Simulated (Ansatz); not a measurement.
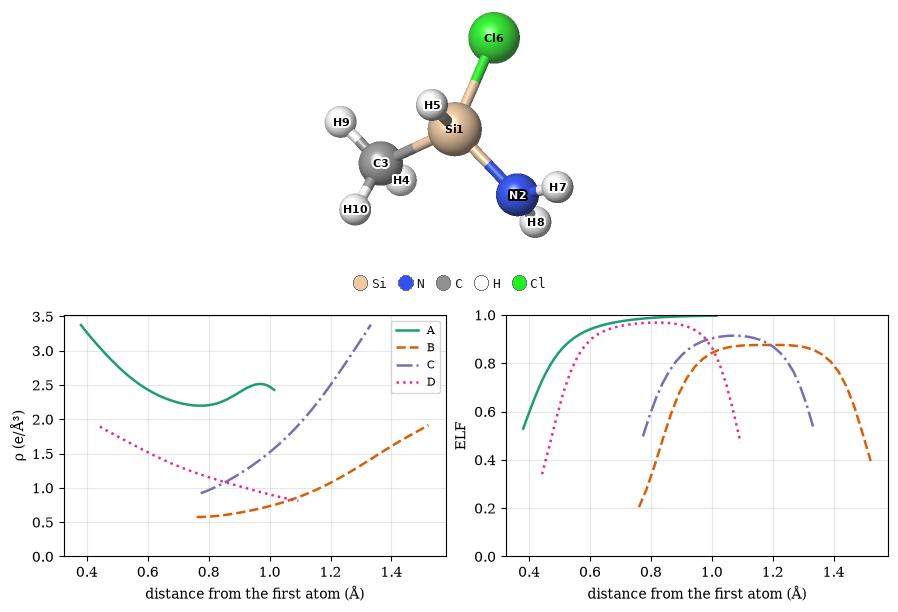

*CH6ClNSi. Total electron density and electron localisation function along straight lines between neighbouring atoms. The curves leave out the atomic cores. The structure is drawn too.*

Computed with RKS PBE0/def2-SVP (Ansatz 0.2.0).

```xyz
10

Si   -0.2275    0.1755    0.5789
N     1.4870    0.2867    0.6379
C    -0.7466   -0.6736   -0.9953
H    -0.3953   -0.1096   -1.8736
H    -0.6754   -0.5194    1.8156
Cl   -1.1987    2.0355    0.6131
H     1.9366    0.5958    1.4935
H     1.9887    0.6381   -0.1714
H    -1.8429   -0.7392   -1.0566
H    -0.3258   -1.6896   -1.0423
```

Which curve belongs to which contact (C–Si, N–H, Si–Cl and Si–N)? The first atom named is at distance zero.

Curve A: N–H (1.01 Å): ρ is about 2.7 e/Å³ halfway; the ELF climbs to about 1 towards the hydrogen, as it does in any bond to H: a covalent bond by its length. Curve B: Si–Cl (2.10 Å): the density is about 0.8 e/Å³ at the midpoint; the ELF peaks at about 0.90 between the atoms, as expected for a shared but strongly polarised pair. Curve C: Si–N (1.72 Å): ρ at the midpoint is about 1.1 e/Å³; the ELF peaks at about 0.90 between the atoms (a polar covalent bond). Curve D: C–Si (1.86 Å): ρ at the midpoint is about 0.99 e/Å³; the ELF peaks at about 0.95 between the atoms: a covalent bond.
